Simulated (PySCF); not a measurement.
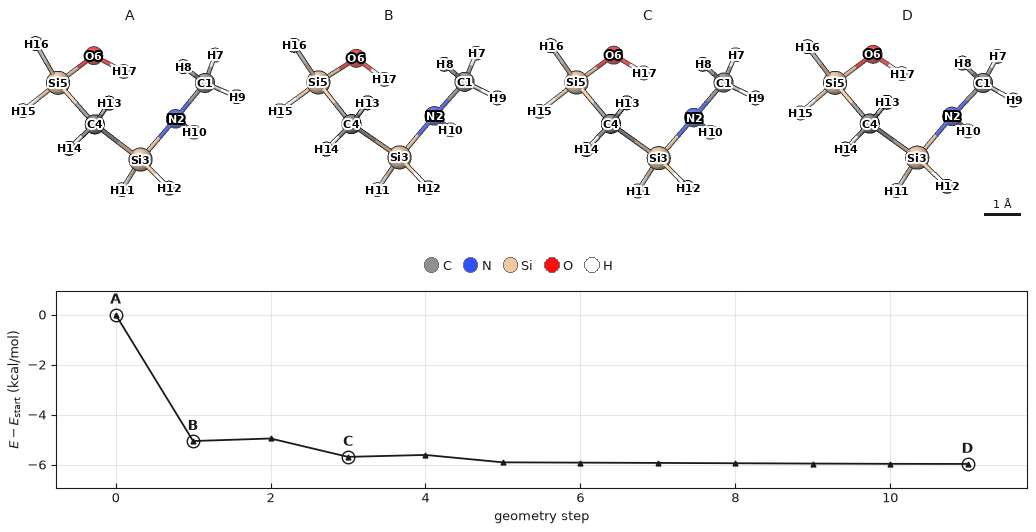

Frames of a relaxation of C2H11NOSi2, marked on the history of the run. The picture is a ball-and-stick view, seen at a tilt.

The start comes from GFN2-xTB. Its atoms were then displaced at random by about 0.01 Å.

Level of theory: PBE0-D3(BJ)/def2-SVP geometry optimisation, gas phase (PySCF). 

Describe the path.

Answer. The largest move after the best rigid fit is that of H16, 0.17 Å. By element the largest moves are H 0.17 Å, O 0.08 Å, N 0.07 Å, C 0.06 Å, Si 0.05 Å. Among the contacts that change: C1–H9 1.059 → 1.106 Å, Si3–H11 1.449 → 1.494 Å, Si5–H15 1.457 → 1.499 Å, C1–H8 1.070 → 1.101 Å. Bond angles that change, for instance: Si5–O6–H17 116.8° → 110.9°, O6–Si5–H16 103.6° → 108.5°, Si3–C4–H13 113.5° → 108.7°. The energy falls by 5.97 kcal/mol in 11 geometry steps. From step 0 to 1: H17 moves most (0.23 Å), energy −5.06 kcal/mol. From step 1 to 3: H17 moves most (0.19 Å), energy −0.63 kcal/mol. From step 3 to 11: H7 moves most (0.09 Å), energy −0.28 kcal/mol.
